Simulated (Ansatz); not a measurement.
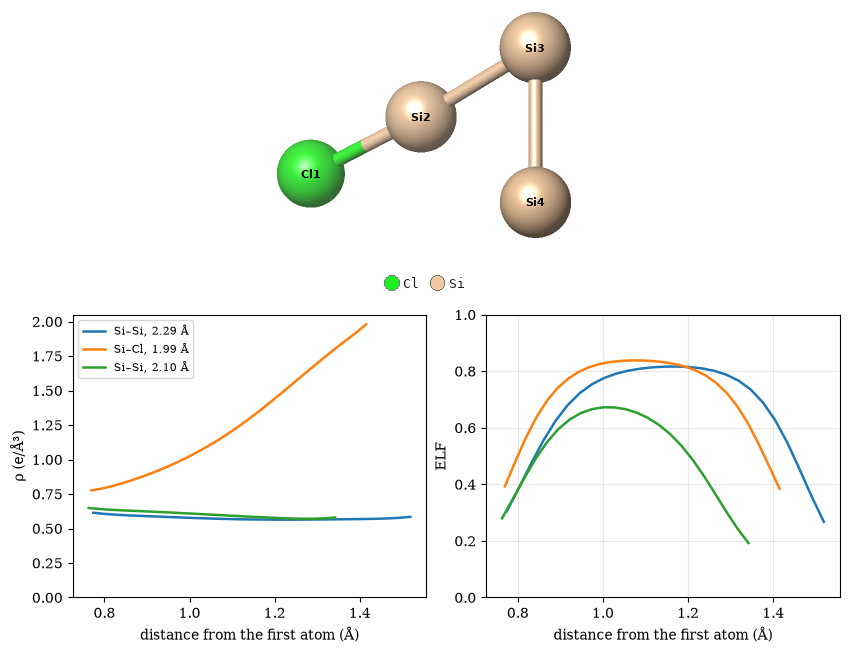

Figure. ClSi₃ (charge +1). Total electron density and ELF along straight lines between neighbouring atoms. The curves leave out the atomic cores. The structure is drawn too.

Geometry: PBE0-D3(BJ)/def2-SVP.

All numbers below come from isolated molecule in a Gaussian basis; Kohn-Sham density functional theory, functional PBE0 in Ansatz 0.2.0.

```tsv
atom	x (Å)	y (Å)	z (Å)
Cl	-3.9547	-1.9215	0.7137
Si	-2.4347	-0.8652	-0.0054
Si	-0.9193	0.3565	-0.8060
Si	0.0096	-1.5655	0.0297
```

**Compare the contacts.**

Si–Si (2.29 Å): ρ at the midpoint is about 0.57 e/Å³; the ELF peaks at about 0.80 between the atoms: a shared electron pair.
Si–Cl (1.99 Å): the density is about 1 e/Å³ at the midpoint; the ELF peaks at about 0.85 between the atoms; a polar covalent bond.
Si–Si (2.10 Å): ρ is about 0.6 e/Å³ halfway; the ELF peaks at about 0.65 between the atoms.
